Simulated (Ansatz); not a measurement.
Breaking the Ge1–Cl3 bond in ClGeH (SMILES [Cl][GeH]) (multiplicity 1 held, fragments rigid). Energies count from the point at 2.207 Å.
Geometry at that point (charge 0, multiplicity 1):
```xyz
3

Ge     0.529    -0.162     0.505
H      1.620    -0.383    -0.652
Cl    -1.090     0.328    -0.912
```

Restricted levels (R-, RO-) in cc, def2 and unpolarised 6-31G sets keep to the state of the molecule at rest. Unrestricted levels (U-) break spin symmetry where that is lower. Active spaces are followed from a long bond inwards. Levels need not reach the same state.

Correlated levels freeze the cores. Filled d and f shells under p-block atoms count as core.

Codes used: Ansatz (Gaussian orbitals). Each number belongs to the level named beside it.

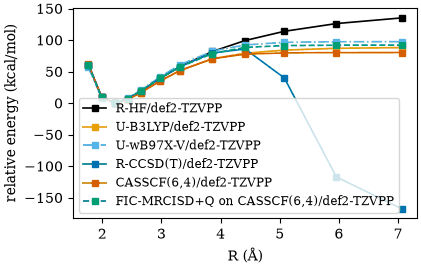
Relative energy along the coordinate

Read off the R-HF/def2-TZVPP curve at R = 7.062.

about 140 kcal/mol

Doubts at one or more of the structures used: a restricted determinant that unrestricted orbitals would lower (R-HF/def2-TZVPP, R-CCSD(T)/def2-TZVPP); a spin-contaminated determinant (U-B3LYP/def2-TZVPP, U-wB97X-V/def2-TZVPP); T1 above 0.05 (R-CCSD(T)/def2-TZVPP); other coupled-cluster roots lie near (R-CCSD(T)/def2-TZVPP); active orbitals that take no part (CASSCF(6,4)/def2-TZVPP, FIC-MRCISD+Q on CASSCF(6,4)/def2-TZVPP).

Ansatz is a program for electronic structure.
